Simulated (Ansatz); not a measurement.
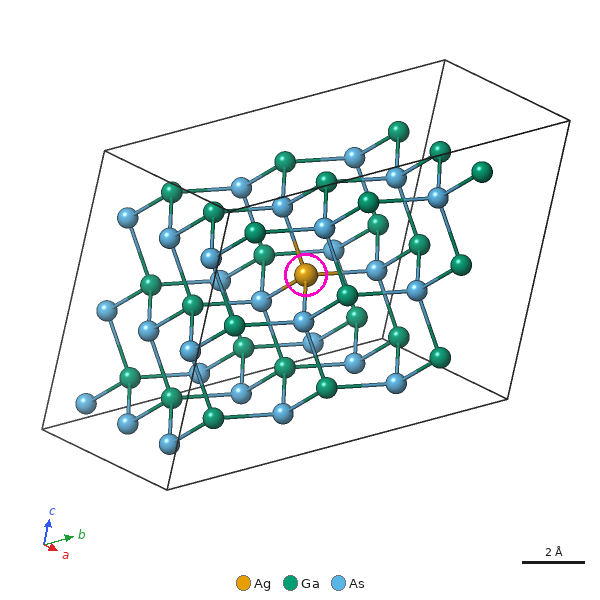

Structure drawing (ball-and-stick), viewed slightly off an axis. The supercell is outlined; an atom on or near a face, edge or corner is repeated at each equivalent position. The host is GaAs, in a cell of 54 sites, and the cell is neutral. A ring marks the defect's site.

Where does the cell differ from the host, and how?

Silver on a gallium site (a substitutional impurity). It is bonded to four As in a tetrahedral arrangement at about 2.5 Å.

The atoms were relaxed in the host's cell with Ansatz, DFT LDA, scalar-relativistic, plane waves, PAW.
